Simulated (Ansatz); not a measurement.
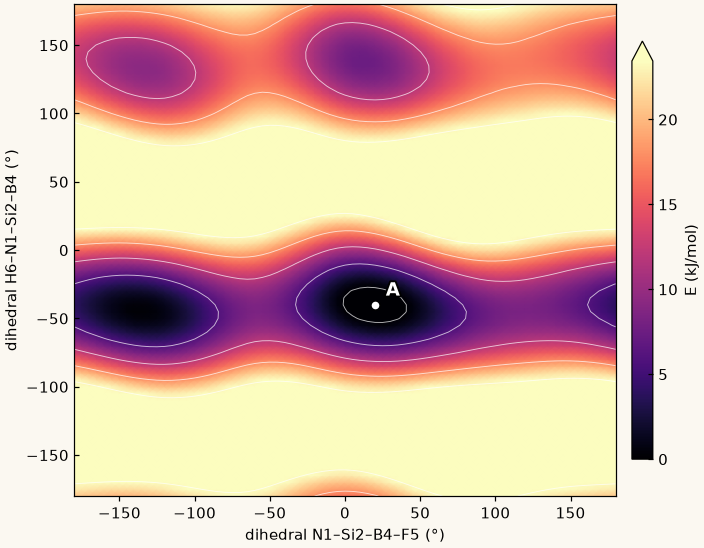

BClFH₄NSi, SMILES N[SiH](Cl)BF. 
- First axis: dihedral N1–Si2–B4–F5. Second axis: dihedral H6–N1–Si2–B4.
- Nothing is relaxed (all other coordinates rigid).
- The scan uses a 12 × 12 grid.
- Points are written as (first, second).
- Energies: kJ/mol, counted from the lowest grid point.
- All numbers below come from Ansatz, RKS PBE0-D4/def2-SVP.

Drawn: a smooth colour map with a few white contour lines, one colour for all values above the top of the scale, the point A. Between grid points the surface is interpolated.

### Find the lowest pass out of the well at A.

The easiest path leads from the well at about (20°, −40°) to the well at about (−135°, −45°), about 1.8 kJ/mol higher (on a rigid scan; wells that are mirror images or exchange like atoms can differ by this much). Its highest point lies about 10 kJ/mol above the bottom of the first well on the interpolated surface, at about (−55°, −45°). Seen from the upper well the barrier is about 8.2 kJ/mol. The start is the relaxed structure and all else is held, so a fully relaxed path at this level can only be lower.

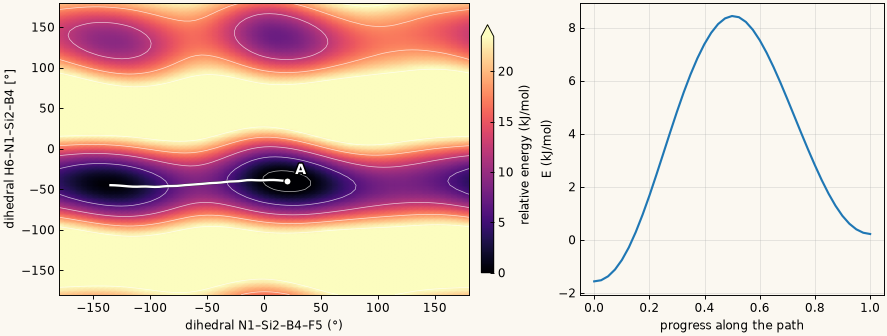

The picture shows a smooth colour map with a few white contour lines, a line along the lowest path, one colour for all values above the top of the scale, the energy along the path at the right. Between grid points the surface is interpolated.
